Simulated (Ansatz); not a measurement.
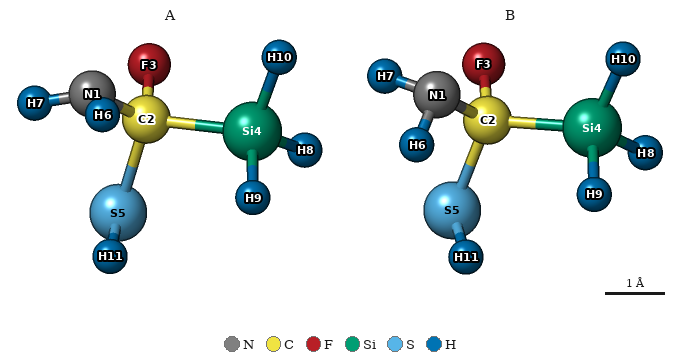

Two geometries of CH6FNSSi (coarse preliminary run), drawn at one scale. One is the start of a relaxation, the other its converged end. Style: ball-and-stick. Shown face on.

These are results of RKS PBE-D4/def2-SVP (Ansatz), not measurements. (force threshold 0.03 eV/Å; at most 200 steps)

Which geometry has the lower energy?

Structure A is the relaxed one. The start comes from a force field. Over 11 geometry steps the energy falls by 9.52 kcal/mol. The largest force component goes from 1.7 to 0.023 eV/Å. The largest move after the best rigid fit is that of H6, 0.75 Å. By element the largest moves are H 0.75 Å, S 0.23 Å, F 0.16 Å, N 0.15 Å, Si 0.10 Å, C 0.03 Å. Near-neighbour distances that change, for instance: C2–S5 1.811 → 1.907 Å, Si4–H10 1.446 → 1.506 Å, C2–F3 1.346 → 1.404 Å, C2–Si4 1.872 → 1.928 Å. Bond angles that change, for instance: H6–N1–H7 100.8° → 110.8°, C2–N1–H7 103.5° → 113.4°, C2–N1–H6 107.4° → 114.8°. Groups turn about N1–C2 by about 45°.
